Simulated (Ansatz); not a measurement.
**Run report: GeSiH$_{7}$F, saddle-point search (part 1 of 2)**

- system: GeSiH$_{7}$F
- method: RKS wB97X-V/def2-SVP (Ansatz 0.2.0)

Figures and captions count atoms from 1; the log counts them from 0 in places.

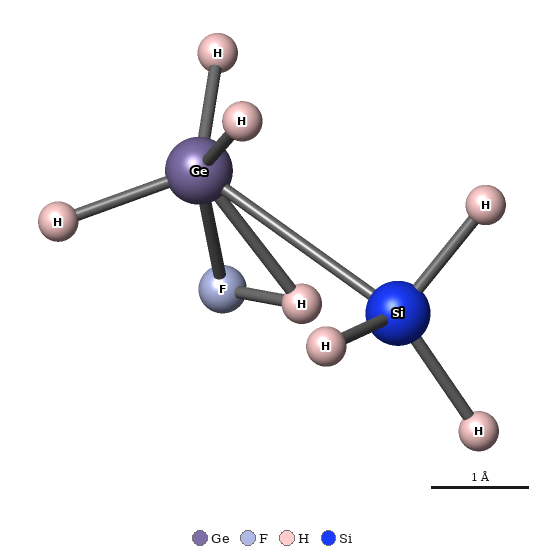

The structure as given in the input (ball-and-stick view, seen at an oblique angle). Sticks mark near contacts.

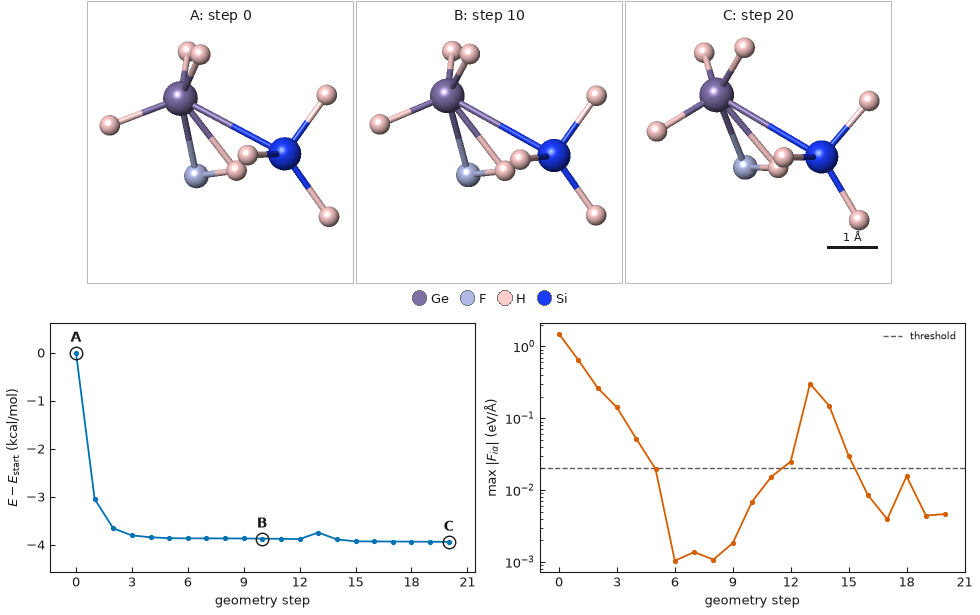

Frames of the saddle-point search (ball-and-stick view, seen at a tilt) above the curves, on which the letters mark them (the first geometry is step 0 here and step 1 in the log).

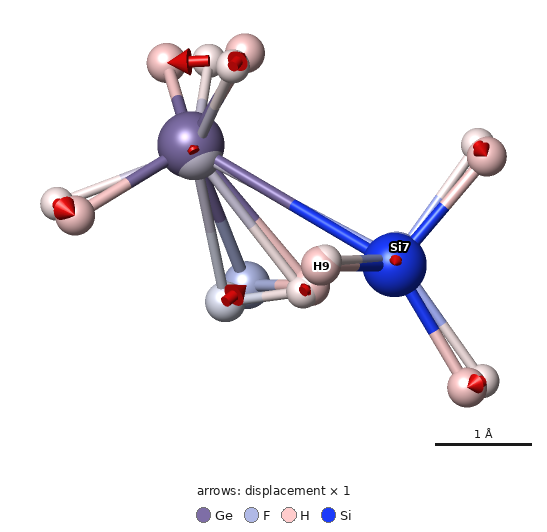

Start (faint) and end (solid) with the displacements as red arrows, at true length (ball-and-stick view, seen at a tilt). The two geometries are laid on each other by the best rigid fit. The atom that moves furthest after the best rigid fit is H3 (0.45 Å). Largest moves by element: H 0.45 Å, F 0.34 Å, Si 0.09 Å, Ge 0.09 Å. Distances before and after: Ge1–Si7 2.657 → 2.767 Å, Ge1–H6 1.883 → 1.966 Å, Si7–H8 1.577 → 1.497 Å, Ge1–F2 1.973 → 2.052 Å. Among the angles that change: H4–Ge1–Si7 121.1° → 103.4°, H3–Ge1–Si7 121.1° → 138.1°, F2–Ge1–H5 149.6° → 141.5°. The energy falls by 3.94 kcal/mol in 20 geometry steps. The largest force component goes from 1.5 to 0.0046 eV/Å. (Atoms are counted from 1 in the order of the input.)

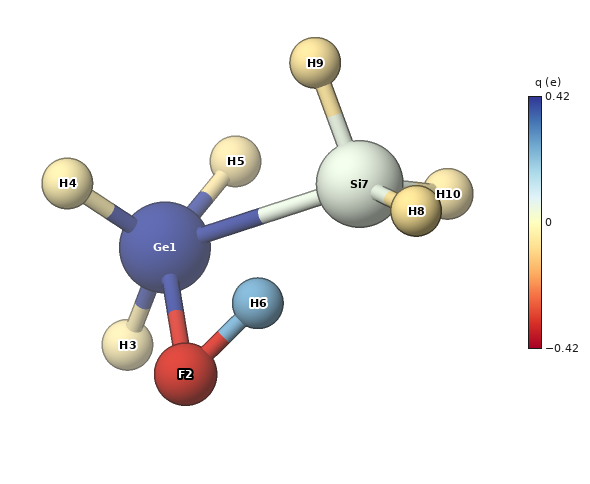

Mulliken charges, as the colour of each atom (ball-and-stick view, seen at a tilt; atoms are numbered from 1 in the order of the input). By element: Ge +0.40, F −0.33, H −0.07 to +0.24 and Si +0.05 e.

These pictures come from the run below.

### Input file
```yaml
crystal:
  periodic: [false, false, false]
  atoms:
    - {symbol: Ge, position_ang: [-0.535672, -1.161670, 0.019570]}
    - {symbol: F, position_ang: [1.319702, -1.264790, 0.682436]}
    - {symbol: H, position_ang: [-0.240213, -2.138111, -1.112033]}
    - {symbol: H, position_ang: [-0.998077, -1.795081, 1.365905]}
    - {symbol: H, position_ang: [-1.745828, -0.296506, -0.545705]}
    - {symbol: H, position_ang: [1.038992, -0.181056, 0.340059]}
    - {symbol: Si, position_ang: [0.271135, 1.366825, -0.103193]}
    - {symbol: H, position_ang: [1.552068, 2.213940, 0.256211]}
    - {symbol: H, position_ang: [-0.943990, 1.784958, 0.739891]}
    - {symbol: H, position_ang: [-0.049749, 1.565980, -1.524885]}
basis:
  gaussian: {orbitals: def2-SVP}
hamiltonian: {xc: {name: wB97X-V}}
saddle:
  f_tol: 0.02
  max_steps: 40
  mode_guess:
    - [-0.2374, 0.2270, -0.1197]
    - [0.1985, 0.4064, -0.0088]
    - [-0.0102, 0.0680, 0.0561]
    - [0.0418, 0.0616, -0.0627]
    - [-0.2472, -0.0079, -0.0874]
    - [0.4611, -0.5194, 0.2420]
    - [-0.0986, -0.1262, -0.0038]
    - [-0.0600, -0.1227, 0.0025]
    - [-0.0250, 0.0171, -0.0053]
    - [-0.0229, -0.0040, -0.0130]
```

Launched with:
```bash
ansatz run in.yaml --threads 4 --pin off --events-out ev --progress --plain --max-ram 9574MiB
```

### Log
```
Functional definition: wB97X-V
  name "wB97X-V"
  cite "Mardirossian & Head-Gordon, Phys. Chem. Chem. Phys. 16, 9904 (2014) doi:10.1039/C3CP54374A"
  cite "Becke, J. Chem. Phys. 107, 8554 (1997) doi:10.1063/1.475007"
  cite "Vydrov & Van Voorhis, J. Chem. Phys. 133, 244103 (2010) doi:10.1063/1.3521275"
  parameter omega = 0.3/bohr
  parameter cx = 0.167
  parameter cx1 = 0.603
  parameter cx2 = 1.194
  parameter css0 = 0.556
  parameter css1 = -0.257
  parameter cos0 = 1.219
  parameter cos1 = -1.850
  parameter b = 6.0
  parameter c = 0.01
  exchange = spin_sum(e_x_unif_sr(omega)*poly(b97_u_x, 1 - cx, cx1, cx2)) + cx*exact_x_sr(omega) + exact_x_lr(omega)
  correlation = spin_sum(e_c_pw_same_spin*poly(b97_u_same, css0, css1))
      + integral(e_c_pw_opposite_spin*poly(b97_u_opposite, cos0, cos1)) + vv10(b, c)
1044 factors; integrals over basis functions are off by at most 3.1e-4 eV
346 factors; integrals over basis functions are off by at most 4.2e-7 eV
mean field evaluation 1: about -67203.2039 eV, gradient 3.3e1 eV
mean field evaluation 2: about -67202.7297 eV, gradient 4.1e1 eV
mean field evaluation 4: about -67205.0524 eV, gradient 1.5e0 eV
mean field evaluation 8: about -67205.0648 eV, gradient 4.5e-2 eV
mean field evaluation 16: about -67205.0648 eV, gradient 5.1e-5 eV
mean field -67205.06477505 eV, -2469.7405772540 hartree, gradient 5.1e-5 eV, S^2 0.000000; 0 other end points of the search recorded, 0 dependent functions left out
the calculation of the forces begins
reference -67205.06477324 eV, -2469.7405771877 hartree; 31, 31 occupied and 68, 68 virtual orbitals, 1044 factors
these checks for a lower state are left out or cut short: stability, starts, cluster_reference, orbital_swaps, neighbouring_geometries, increment
1044 factors; integrals over basis functions are off by at most 3.1e-4 eV
346 factors; integrals over basis functions are off by at most 4.2e-7 eV
mean field -67205.06836256 eV, -2469.7407090925 hartree, gradient 2.0e-6 eV, S^2 0.000000; 0 other end points of the search recorded, 0 dependent functions left out
[... from here on the field's lines of each further geometry are left out, up to the last ...]
saddle step   1: F+E_penalty+E_count = -67205.06477505 eV  max|allowed force component| = 1.494e0 eV/Å  curvature = -11.8968 eV/Å²  mode residual = 2.53e0 eV/Å²  Δτ_max = 0.0000 Å  (1 rotations, 3 force calls, 68 SCF iters)  cluster: 3 rotations left out, max|force component along them| = 6.143e-8 eV/Å
saddle step   2: F+E_penalty+E_count = -67205.19687737 eV  max|allowed force component| = 6.485e-1 eV/Å  curvature = -13.5400 eV/Å²  mode residual = 1.17e0 eV/Å²  Δτ_max = 0.0714 Å  (1 rotations, 3 force calls, 67 SCF iters)  cluster: 3 rotations left out, max|force component along them| = 1.671e-7 eV/Å
saddle step   3: F+E_penalty+E_count = -67205.22339970 eV  max|allowed force component| = 2.654e-1 eV/Å  curvature = -13.6150 eV/Å²  mode residual = 6.73e-1 eV/Å²  Δτ_max = 0.0293 Å  (1 rotations, 3 force calls, 70 SCF iters)  cluster: 3 rotations left out, max|force component along them| = 3.991e-8 eV/Å
saddle step   4: F+E_penalty+E_count = -67205.22976256 eV  max|allowed force component| = 1.414e-1 eV/Å  curvature = -13.7130 eV/Å²  mode residual = 4.32e-1 eV/Å²  Δτ_max = 0.0188 Å  (1 rotations, 3 force calls, 70 SCF iters)  cluster: 3 rotations left out, max|force component along them| = 4.662e-8 eV/Å
saddle step   5: F+E_penalty+E_count = -67205.23143481 eV  max|allowed force component| = 5.194e-2 eV/Å  curvature = -13.5978 eV/Å²  mode residual = 3.43e-1 eV/Å²  Δτ_max = 0.0176 Å  (1 rotations, 3 force calls, 71 SCF iters)  cluster: 3 rotations left out, max|force component along them| = 3.631e-8 eV/Å
saddle step   6: F+E_penalty+E_count = -67205.23226025 eV  max|allowed force component| = 1.975e-2 eV/Å  curvature = -13.5570 eV/Å²  mode residual = 2.56e-1 eV/Å²  Δτ_max = 0.0159 Å  (1 rotations, 7 force calls, 128 SCF iters)  cluster: 3 rotations left out, max|force component along them| = 2.580e-8 eV/Å
saddle step   7: F+E_penalty+E_count = -67205.23242061 eV  max|allowed force component| = 1.038e-3 eV/Å  curvature = -13.5746 eV/Å²  mode residual = 1.19e-1 eV/Å²  Δτ_max = 0.0089 Å  (1 rotations, 4 force calls, 83 SCF iters)  cluster: 3 rotations left out, max|force component along them| = 8.021e-8 eV/Å
saddle step   8: F+E_penalty+E_count = -67205.23242633 eV  max|allowed force component| = 1.368e-3 eV/Å  curvature = -13.5764 eV/Å²  mode residual = 7.80e-2 eV/Å²  Δτ_max = 0.0021 Å  (1 rotations, 12 force calls, 193 SCF iters)  cluster: 3 rotations left out, max|force component along them| = 2.186e-7 eV/Å
saddle step   9: F+E_penalty+E_count = -67205.23246680 eV  max|allowed force component| = 1.077e-3 eV/Å  curvature = -13.5732 eV/Å²  mode residual = 8.21e-2 eV/Å²  Δτ_max = 0.0135 Å  (1 rotations, 10 force calls, 171 SCF iters)  cluster: 3 rotations left out, max|force component along them| = 5.291e-8 eV/Å
saddle step  10: F+E_penalty+E_count = -67205.23253934 eV  max|allowed force component| = 1.826e-3 eV/Å  curvature = -13.5694 eV/Å²  mode residual = 1.07e-1 eV/Å²  Δτ_max = 0.0182 Å  (1 rotations, 3 force calls, 64 SCF iters)  cluster: 3 rotations left out, max|force component along them| = 8.642e-8 eV/Å
saddle step  11: F+E_penalty+E_count = -67205.23266507 eV  max|allowed force component| = 6.897e-3 eV/Å  curvature = -13.5600 eV/Å²  mode residual = 1.50e-1 eV/Å²  Δτ_max = 0.0243 Å  (1 rotations, 3 force calls, 69 SCF iters)  cluster: 3 rotations left out, max|force component along them| = 1.044e-7 eV/Å
saddle step  12: F+E_penalty+E_count = -67205.23285802 eV  max|allowed force component| = 1.534e-2 eV/Å  curvature = -13.5458 eV/Å²  mode residual = 1.89e-1 eV/Å²  Δτ_max = 0.0304 Å  (1 rotations, 3 force calls, 64 SCF iters)  cluster: 3 rotations left out, max|force component along them| = 1.221e-7 eV/Å
saddle step  13: F+E_penalty+E_count = -67205.23312489 eV  max|allowed force component| = 2.490e-2 eV/Å  curvature = -13.5220 eV/Å²  mode residual = 2.32e-1 eV/Å²  Δτ_max = 0.0354 Å  (1 rotations, 3 force calls, 70 SCF iters)  cluster: 3 rotations left out, max|force component along them| = 6.178e-8 eV/Å
saddle step  14: F+E_penalty+E_count = -67205.22713468 eV  max|allowed force component| = 3.020e-1 eV/Å  curvature = -13.4255 eV/Å²  mode residual = 3.93e-1 eV/Å²  Δτ_max = 0.2000 Å  (1 rotations, 3 force calls, 67 SCF iters)  cluster: 3 rotations left out, max|force component along them| = 8.187e-8 eV/Å
saddle step  15: F+E_penalty+E_count = -67205.23334466 eV  max|allowed force component| = 1.483e-1 eV/Å  curvature = -13.1649 eV/Å²  mode residual = 2.05e-1 eV/Å²  Δτ_max = 0.0141 Å  (1 rotations, 3 force calls, 65 SCF iters)  cluster: 3 rotations left out, max|force component along them| = 6.006e-8 eV/Å
saddle step  16: F+E_penalty+E_count = -67205.23512386 eV  max|allowed force component| = 3.008e-2 eV/Å  curvature = -13.2669 eV/Å²  mode residual = 1.47e-1 eV/Å²  Δτ_max = 0.0133 Å  (1 rotations, 3 force calls, 71 SCF iters)  cluster: 3 rotations left out, max|force component along them| = 6.956e-8 eV/Å
saddle step  17: F+E_penalty+E_count = -67205.23520059 eV  max|allowed force component| = 8.503e-3 eV/Å  curvature = -13.2393 eV/Å²  mode residual = 8.77e-2 eV/Å²  Δτ_max = 0.0031 Å  (1 rotations, 5 force calls, 99 SCF iters)  cluster: 3 rotations left out, max|force component along them| = 8.811e-8 eV/Å
saddle step  18: F+E_penalty+E_count = -67205.23527571 eV  max|allowed force component| = 3.924e-3 eV/Å  curvature = -13.1933 eV/Å²  mode residual = 7.68e-2 eV/Å²  Δτ_max = 0.0096 Å  (1 rotations, 6 force calls, 108 SCF iters)  cluster: 3 rotations left out, max|force component along them| = 7.060e-8 eV/Å
saddle step  19: F+E_penalty+E_count = -67205.23538345 eV  max|allowed force component| = 1.556e-2 eV/Å  curvature = -13.1693 eV/Å²  mode residual = 1.10e-1 eV/Å²  Δτ_max = 0.0219 Å  (1 rotations, 7 force calls, 127 SCF iters)  cluster: 3 rotations left out, max|force component along them| = 7.326e-8 eV/Å
saddle step  20: F+E_penalty+E_count = -67205.23548913 eV  max|allowed force component| = 4.418e-3 eV/Å  curvature = -13.0966 eV/Å²  mode residual = 1.52e-1 eV/Å²  Δτ_max = 0.0206 Å  (1 rotations, 12 force calls, 202 SCF iters)  cluster: 3 rotations left out, max|force component along them| = 7.412e-8 eV/Å
saddle search: the force at step 21 is within saddle.f_tol, and the search now checks the order of the point unasked, as it does wherever a lone molecule whose rigid rotations it leaves out would converge (saddle.isolated_cluster): at most 100 rotations across the mode and 202 force calls, two more next to a line or behind a second negative curvature, two more where it reads a positive, two for each turn that reads one and six more at each negative that it reads, and up to 22 at one that stands (24 where saddle.amplitude is under 0.005 Å), over each length that the point is read over (saddle.order_check: false declines the check)
saddle search: the rotation starts from a random direction (saddle.seed = 0)
the calculation of the forces begins
reference -67205.23555663 eV, -2469.7468533614 hartree; 31, 31 occupied and 68, 68 virtual orbitals, 1044 factors
1044 factors; integrals over basis functions are off by at most 4.0e-4 eV
346 factors; integrals over basis functions are off by at most 4.3e-7 eV
mean field evaluation 800: about -67205.2354 eV, gradient 2.1e-1 eV
mean field -67205.23555628 eV, -2469.7468533485 hartree, gradient 3.8e-5 eV, S^2 0.000000; 1 other end points of the search recorded, 0 dependent functions left out
the calculation of the forces begins
reference -67205.23555450 eV, -2469.7468532830 hartree; 31, 31 occupied and 68, 68 virtual orbitals, 1044 factors
saddle step  21: F+E_penalty+E_count = -67205.23555628 eV  max|allowed force component| = 4.635e-3 eV/Å  curvature = -13.1546 eV/Å² (error put at 0.0105; -13.1648 at half of saddle.amplitude)  mode residual = 1.72e-1 eV/Å²  Δτ_max = 0.0279 Å  (1 rotations, 28 force calls, 450 SCF iters)  order check (unasked): unresolved, curvature across the mode = +0.0422 eV/Å² (19 force calls)  cluster: 3 rotations left out, max|force component along them| = 8.996e-8 eV/Å
saddle search: converged; its order check could not tell the order of the point: after 16 rotations it read +0.042 eV/Å² across the mode with a residual of 8.50e-2 eV/Å², and holds the second-lowest curvature to +0.042 eV/Å² at the most. That shows no second curvature under the negative of saddle.curvature_tol, and does not show that there is none
Total energy: -67205.23555450 eV, -2469.7468532830 hartree
Atom 0 at    -0.571672    -1.227745    -0.021542 Å, force     0.000271    -0.003063    -0.000729 eV/Å
Atom 1 at     1.441954    -1.296411     0.366797 Å, force    -0.002392     0.001316    -0.001288 eV/Å
Atom 2 at    -0.349922    -2.494000    -0.853573 Å, force    -0.000599     0.004635     0.003267 eV/Å
Atom 3 at    -1.027667    -1.451300     1.417663 Å, force     0.000844     0.000390    -0.002760 eV/Å
Atom 4 at    -1.632007    -0.392772    -0.785149 Å, force     0.001555    -0.001125     0.001094 eV/Å
Atom 5 at     1.076201    -0.187501     0.239504 Å, force     0.000075    -0.000688     0.000127 eV/Å
Atom 6 at     0.259186     1.411081    -0.028379 Å, force     0.001568    -0.000506     0.000794 eV/Å
Atom 7 at     1.421682     2.226761     0.445683 Å, force    -0.001440    -0.000684    -0.000466 eV/Å
Atom 8 at    -0.935379     1.765215     0.794943 Å, force    -0.000099     0.000001    -0.000427 eV/Å
Atom 9 at    -0.014009     1.741161    -1.457690 Å, force     0.000216    -0.000277     0.000388 eV/Å
Dipole moment:    -0.272631    -0.050345    -0.039925 e Å
```

### Trajectory as extended XYZ (Å, eV, eV/Å), 21 frames, from step=1 to step=21
```
10
Properties=species:S:1:pos:R:3:forces:R:3 step=1 energy=-67205.06478
Ge   -0.5357   -1.1617    0.0196   -1.4943  -0.3399  -0.0181
F     1.3197   -1.2648    0.6824    0.9938  -0.2490   0.2798
H    -0.2402   -2.1381   -1.1120    0.1165  -0.0853  -0.0820
H    -0.9981   -1.7951    1.3659    0.0011   0.2844  -0.4432
H    -1.7458   -0.2965   -0.5457    0.3504  -0.1960   0.2568
H     1.0390   -0.1811    0.3401    0.1459   0.1014   0.0923
Si    0.2711    1.3668   -0.1032    0.2228   1.0736   0.8225
H     1.5521    2.2139    0.2562   -1.0306  -0.6339  -0.2128
H    -0.9440    1.7850    0.7399    0.7416  -0.0310  -0.3322
H    -0.0497    1.5660   -1.5249   -0.0472   0.0756  -0.3632
```
